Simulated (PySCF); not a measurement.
# H$_{4}$Ta (Ta(H)4) (doublet): what the fields show

Input file:

```
mol = gto.M(atom='''
Ta    -0.00000    -0.00000    -0.00000
H      1.48070    -0.00000     0.96772
H      0.00000     1.48070    -0.96772
H     -1.48070    -0.00000     0.96772
H     -0.00000    -1.48070    -0.96772''',
    basis={'Ta': 'def2-SVP', 'H': 'def2-SVP'},
    ecp={'Ta': 'def2-SVP'},
    charge=0, spin=1)
mf = dft.UKS(mol, xc='PBE0')
mf.grids.atom_grid = (75, 302)  # f atoms: at least (60, 302), unpruned
mf = mf.density_fit()  # Ta def2-universal-JKFIT, H def2-universal-JKFIT
mf.conv_tol = 1e-09; mf.max_cycle = 55
mf.kernel(dm0)
```

Command:

```sh
OMP_NUM_THREADS=2 python run.py
```

Core potentials replace the inner electrons of Ta.

Computed with PySCF, UKS PBE0, Ta def2-SVP with ECP60, H def2-SVP; non-relativistic Hamiltonian with scalar-relativistic core potentials where named; density fitting.

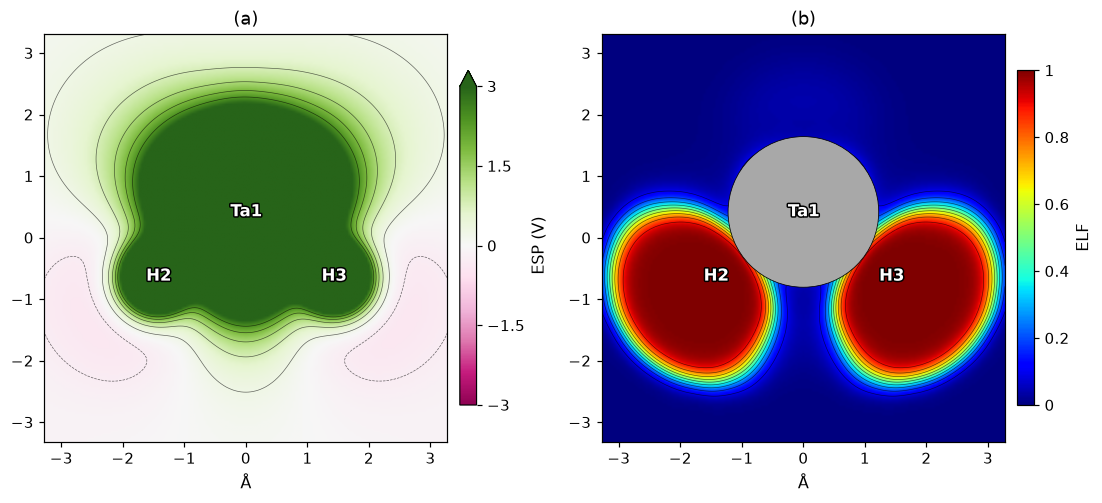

Figure 1. (a) electrostatic potential; (b) ELF on the plane of atoms H2, Ta1 and H3. Grey discs cover the atomic cores in the ELF map.

> Read the bonding off the picture.

The plane passes through Ta and H nuclei. Ta–H (1.77 Å): the ELF climbs to about 1 towards the hydrogen. Outside the dense part of the molecule the potential is most negative (−0.4 V) near H2 and H3.

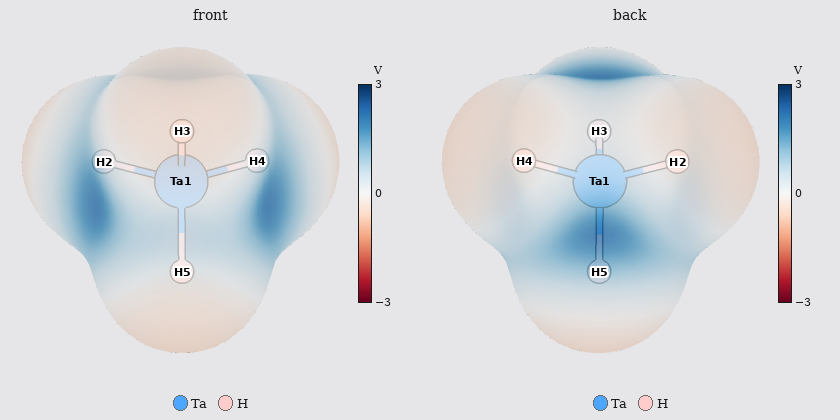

Figure 2. The electrostatic potential painted on the density surface at 0.001 e/bohr³, seen from the front and from behind; red is negative and blue positive.

> Describe the electrostatic potential map.

The most negative region (about −0.4 V) lies over H2, H3, H4 and H5, the most positive (about +2.1 V) over Ta1.

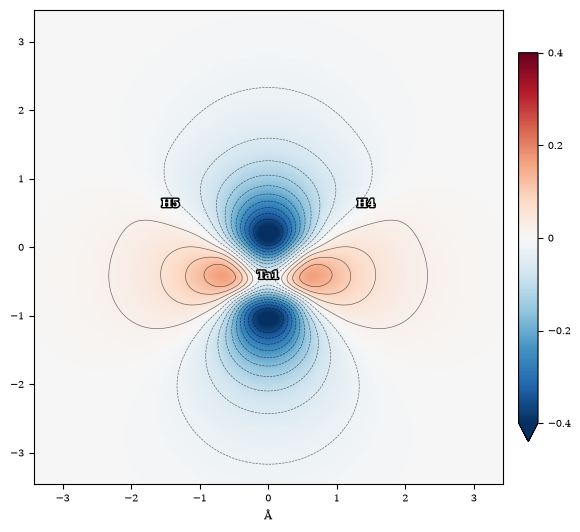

Figure 3. One frontier orbital on the plane of atoms H4, Ta1 and H5 (values in Å⁻³ᐟ²; the overall sign is arbitrary).

> Which orbital is it: HOMO (α) or LUMO (α)?

The HOMO (α), at −5.73 eV. By Hirshfeld shares it lies mainly on Ta1 (about 90 %).
